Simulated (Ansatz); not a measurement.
# Geometry relaxation, with input and output: C3H10N2Si (part 2 of 2)

Continued. System: C3H10N2Si, SMILES NC1CCN1[SiH3]. Method: RHF/def2-SVP (Ansatz 0.2.0). It belongs to a series of runs on one base structure; here: end point A relaxed.

Geometry of the input (Å):
```
N  -1.1543  -1.7357  -0.0410
C  -0.1207  -0.8365  -0.4761
C  1.0992  -1.1975  0.3408
C  1.3625  0.3335  0.5054
N  -0.1613  0.4419  0.2095
Si -0.8840  1.8910  -0.3629
H  -1.3195  -1.6389  0.9591
H  -2.0558  -1.3876  -0.4588
H  0.0612  -0.7750  -1.5151
H  1.9382  -1.7050  -0.1620
H  0.9503  -1.7142  1.3292
H  1.9699  0.7794  -0.2265
H  1.5518  0.6856  1.4871
H  -0.7053  2.9670  0.6497
H  -0.2327  2.2142  -1.6405
H  -2.3227  1.6550  -0.5536
```

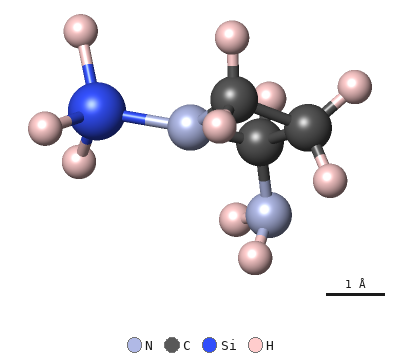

Fig. 1: The geometry at step 7 of the log (ball-and-stick view, seen at a tilt).

Trajectory as extended XYZ, continued
```
16
Properties=species:S:1:pos:R:3:forces:R:3 step=3 energy=-14067.61149
N    -1.2388   -1.7492   -0.0125    0.0674   0.3747   0.1410
C    -0.1449   -0.8911   -0.3578   -0.0251  -0.0763  -0.0832
C     1.2093   -1.1836    0.3099   -0.1215   0.1330   0.1994
C     1.3193    0.3336    0.5869   -0.7316  -0.3498  -0.3849
N    -0.1104    0.4733    0.2054    0.6008  -0.0835   0.0486
Si   -0.8522    1.9126   -0.4080   -0.0329   0.0321  -0.0175
H    -1.4089   -1.6754    0.9765   -0.0056  -0.1327   0.0081
H    -2.0909   -1.4556   -0.4623    0.1260  -0.0696  -0.0740
H    -0.0603   -0.8838   -1.4503   -0.0443  -0.0250  -0.0036
H     1.9816   -1.6616   -0.2965   -0.0873   0.1206   0.0148
H     1.0770   -1.7609    1.2270    0.0310   0.0088  -0.0460
H     1.9922    0.8416   -0.1083    0.1466   0.0708   0.0994
H     1.5431    0.6327    1.6095    0.0816   0.0590   0.0251
H    -0.6622    3.0140    0.5651   -0.0093  -0.0202  -0.0009
H    -0.2782    2.3603   -1.7125   -0.0071  -0.0107   0.0426
H    -2.2991    1.6703   -0.6279    0.0113  -0.0310   0.0311
16
Properties=species:S:1:pos:R:3:forces:R:3 step=4 energy=-14067.63974
N    -1.2512   -1.6695   -0.0010   -0.0755   0.0803  -0.0645
C    -0.1222   -0.8922   -0.3785    0.3041   0.0775  -0.0555
C     1.2028   -1.1946    0.3357    0.1058  -0.1144   0.1082
C     1.3592    0.3196    0.5606   -0.0276  -0.1316   0.0087
N    -0.0093    0.5040    0.0849   -0.2755  -0.0921   0.0213
Si   -0.8808    1.9106   -0.4079    0.0807  -0.0525   0.0196
H    -1.4629   -1.5493    0.9709   -0.0495  -0.0039   0.1490
H    -2.0661   -1.4152   -0.5295   -0.0356  -0.0532   0.0266
H    -0.0262   -0.9768   -1.4660   -0.0050   0.0525  -0.0215
H     1.9696   -1.6952   -0.2569   -0.0258   0.0242   0.0488
H     1.0525   -1.7501    1.2634   -0.0053   0.0003  -0.0652
H     2.1263    0.7716   -0.0726    0.0259   0.0884  -0.0901
H     1.5454    0.6409    1.5897   -0.0836   0.0020  -0.0379
H    -0.7317    2.9693    0.6200    0.0338   0.0269  -0.0696
H    -0.4049    2.4333   -1.7208   -0.0844   0.1217   0.0402
H    -2.3235    1.5709   -0.5478    0.1174  -0.0261  -0.0181
16
Properties=species:S:1:pos:R:3:forces:R:3 step=5 energy=-14067.51617 accepted=F
N    -1.2435   -1.6517    0.0187    0.2611  -0.2109  -0.0581
C    -0.0842   -0.8973   -0.3749   -1.6565  -0.6444  -0.4733
C     1.2281   -1.2361    0.3519   -0.7149   0.8581  -0.2349
C     1.3279    0.2867    0.5302    0.8762   0.9119   0.8555
N    -0.0308    0.5079    0.0621    0.8980  -1.0171  -0.0567
Si   -0.8637    1.9278   -0.4209   -0.2735   0.1161   0.0392
H    -1.4482   -1.5467    0.9993    0.1065   0.0729  -0.1505
H    -2.0758   -1.4263   -0.4977    0.1743   0.1013  -0.0411
H     0.0096   -0.9798   -1.4641   -0.0099  -0.1155   0.0706
H     2.0098   -1.7262   -0.2234   -0.0557   0.0086  -0.0882
H     1.0530   -1.7906    1.2727    0.0314   0.0907   0.0457
H     2.0916    0.7579   -0.0987    0.0711  -0.0913   0.0379
H     1.4756    0.6264    1.5564    0.2349   0.0666   0.0593
H    -0.7247    2.9818    0.6015    0.0530   0.0058   0.2243
H    -0.4667    2.5826   -1.6881    0.2344  -0.1105  -0.2233
H    -2.2812    1.5609   -0.5807   -0.2304  -0.0425  -0.0064
16
Properties=species:S:1:pos:R:3:forces:R:3 step=6 energy=-14067.65080
N    -1.2509   -1.6747    0.0061    0.0039   0.0201   0.0030
C    -0.1192   -0.8993   -0.3810   -0.0302   0.0049  -0.0017
C     1.2047   -1.1992    0.3381    0.0312  -0.0227   0.0013
C     1.3508    0.3157    0.5563    0.0343   0.0354   0.0343
N    -0.0192    0.4947    0.0845   -0.0643   0.0065  -0.0619
Si   -0.8708    1.9110   -0.4103    0.0195   0.0414  -0.0104
H    -1.4571   -1.5570    0.9826    0.0090   0.0053  -0.0153
H    -2.0732   -1.4306   -0.5159    0.0083  -0.0122   0.0059
H    -0.0268   -0.9779   -1.4697   -0.0065  -0.0104   0.0166
H     1.9754   -1.6957   -0.2493    0.0108  -0.0124   0.0048
H     1.0496   -1.7551    1.2627    0.0005  -0.0040  -0.0035
H     2.1109    0.7796   -0.0820   -0.0051  -0.0102  -0.0016
H     1.5269    0.6450    1.5835   -0.0050  -0.0045  -0.0104
H    -0.7097    2.9709    0.6126   -0.0187  -0.0154   0.0336
H    -0.4110    2.4911   -1.7048    0.0031  -0.0317  -0.0020
H    -2.3035    1.5586   -0.5693    0.0093   0.0100   0.0076
16
Properties=species:S:1:pos:R:3:forces:R:3 step=7 energy=-14067.65223
N    -1.2540   -1.6733    0.0244   -0.0041   0.0118   0.0023
C    -0.1229   -0.9063   -0.3792   -0.0072   0.0199  -0.0138
C     1.2056   -1.2004    0.3365   -0.0038   0.0141   0.0115
C     1.3540    0.3175    0.5399   -0.0010  -0.0247   0.0020
N    -0.0152    0.4945    0.0645   -0.0319  -0.0103  -0.0097
Si   -0.8670    1.9164   -0.4115   -0.0103   0.0149   0.0363
H    -1.4561   -1.5475    1.0005    0.0116   0.0177  -0.0123
H    -2.0772   -1.4340   -0.4983    0.0007  -0.0153   0.0174
H    -0.0407   -1.0023   -1.4665    0.0157   0.0003  -0.0054
H     1.9743   -1.7031   -0.2485    0.0006  -0.0065  -0.0049
H     1.0535   -1.7483    1.2663    0.0043  -0.0018   0.0036
H     2.1143    0.7730   -0.1029    0.0142   0.0039  -0.0095
H     1.5300    0.6563    1.5633    0.0001   0.0013   0.0139
H    -0.7658    2.9430    0.6559    0.0003  -0.0306  -0.0213
H    -0.3681    2.5396   -1.6686    0.0144   0.0082  -0.0140
H    -2.2880    1.5520   -0.6316   -0.0037  -0.0029   0.0039
16
Properties=species:S:1:pos:R:3:forces:R:3 step=8 energy=-14067.65261
N    -1.2537   -1.6701    0.0308   -0.0122  -0.0089  -0.0121
C    -0.1229   -0.9076   -0.3812   -0.0036   0.0005   0.0068
C     1.2052   -1.2010    0.3361   -0.0079   0.0179   0.0029
C     1.3545    0.3173    0.5350    0.0045  -0.0091   0.0015
N    -0.0137    0.4946    0.0555    0.0111  -0.0198  -0.0067
Si   -0.8681    1.9169   -0.4128    0.0029   0.0106   0.0302
H    -1.4544   -1.5336    1.0057    0.0091   0.0147  -0.0060
H    -2.0779   -1.4381   -0.4933   -0.0043  -0.0065   0.0104
H    -0.0411   -1.0109   -1.4680    0.0046   0.0017  -0.0010
H     1.9734   -1.7064   -0.2475    0.0003   0.0009  -0.0022
H     1.0531   -1.7463    1.2675   -0.0001  -0.0008  -0.0011
H     2.1176    0.7699   -0.1071    0.0005   0.0034  -0.0008
H     1.5280    0.6584    1.5584    0.0003   0.0024   0.0041
H    -0.7795    2.9299    0.6678   -0.0020  -0.0101  -0.0181
H    -0.3577    2.5570   -1.6580   -0.0077  -0.0007   0.0009
H    -2.2861    1.5472   -0.6447    0.0046   0.0037  -0.0086
16
Properties=species:S:1:pos:R:3:forces:R:3 step=9 energy=-14067.65273
N    -1.2540   -1.6674    0.0352   -0.0078  -0.0138  -0.0125
C    -0.1226   -0.9088   -0.3825    0.0032  -0.0033   0.0070
C     1.2053   -1.2018    0.3355   -0.0018   0.0036   0.0010
C     1.3559    0.3163    0.5329    0.0124   0.0048   0.0027
N    -0.0107    0.4943    0.0495    0.0075   0.0031  -0.0024
Si   -0.8683    1.9171   -0.4113   -0.0015  -0.0030  -0.0194
H    -1.4536   -1.5211    1.0087    0.0024   0.0067  -0.0006
H    -2.0787   -1.4407   -0.4902   -0.0031   0.0014   0.0042
H    -0.0412   -1.0168   -1.4690   -0.0044   0.0030   0.0053
H     1.9730   -1.7082   -0.2479    0.0001   0.0025   0.0001
H     1.0530   -1.7464    1.2673   -0.0005  -0.0004  -0.0025
H     2.1215    0.7679   -0.1076   -0.0087  -0.0014   0.0045
H     1.5270    0.6584    1.5567   -0.0012  -0.0008  -0.0042
H    -0.7889    2.9237    0.6749   -0.0004  -0.0023  -0.0054
H    -0.3576    2.5667   -1.6520    0.0006   0.0002   0.0146
H    -2.2834    1.5439   -0.6559    0.0032  -0.0002   0.0075
16
Properties=species:S:1:pos:R:3:forces:R:3 step=10 energy=-14067.65273
N    -1.2557   -1.6662    0.0369    0.0185   0.0067   0.0251
C    -0.1227   -0.9097   -0.3816    0.0008   0.0086  -0.0379
C     1.2061   -1.2021    0.3350   -0.0064  -0.0134   0.0070
C     1.3572    0.3157    0.5325   -0.0048   0.0064   0.0019
N    -0.0083    0.4940    0.0468   -0.0152   0.0076   0.0082
Si   -0.8683    1.9157   -0.4127    0.0017  -0.0023   0.0017
H    -1.4537   -1.5135    1.0099   -0.0116  -0.0086   0.0016
H    -2.0803   -1.4384   -0.4883    0.0019   0.0041  -0.0008
H    -0.0432   -1.0190   -1.4678    0.0043  -0.0028  -0.0052
H     1.9734   -1.7071   -0.2499    0.0004  -0.0049  -0.0015
H     1.0547   -1.7479    1.2662    0.0058   0.0009   0.0019
H     2.1231    0.7679   -0.1068    0.0035  -0.0026   0.0016
H     1.5265    0.6576    1.5566    0.0004  -0.0002  -0.0027
H    -0.7953    2.9200    0.6757   -0.0004   0.0011   0.0022
H    -0.3550    2.5718   -1.6480   -0.0001  -0.0008  -0.0019
H    -2.2816    1.5385   -0.6600    0.0013   0.0002  -0.0011
16
Properties=species:S:1:pos:R:3:forces:R:3 step=11 energy=-14067.65278
N    -1.2546   -1.6666    0.0376   -0.0006  -0.0020  -0.0010
C    -0.1229   -0.9092   -0.3826   -0.0005  -0.0002   0.0037
C     1.2055   -1.2022    0.3345    0.0014   0.0006   0.0012
C     1.3563    0.3158    0.5326    0.0025   0.0007  -0.0006
N    -0.0094    0.4943    0.0473   -0.0013   0.0005  -0.0017
Si   -0.8681    1.9165   -0.4131    0.0012  -0.0005   0.0011
H    -1.4518   -1.5174    1.0113    0.0004   0.0005  -0.0006
H    -2.0801   -1.4381   -0.4857   -0.0022   0.0007  -0.0004
H    -0.0434   -1.0185   -1.4689   -0.0012  -0.0003  -0.0005
H     1.9729   -1.7075   -0.2503    0.0003   0.0013   0.0003
H     1.0545   -1.7480    1.2657   -0.0006  -0.0005  -0.0009
H     2.1225    0.7677   -0.1064    0.0001   0.0012  -0.0002
H     1.5257    0.6576    1.5567    0.0004  -0.0010   0.0008
H    -0.7959    2.9205    0.6757   -0.0002  -0.0005  -0.0006
H    -0.3531    2.5721   -1.6480   -0.0001  -0.0002   0.0000
H    -2.2813    1.5401   -0.6622    0.0003  -0.0003  -0.0005
```
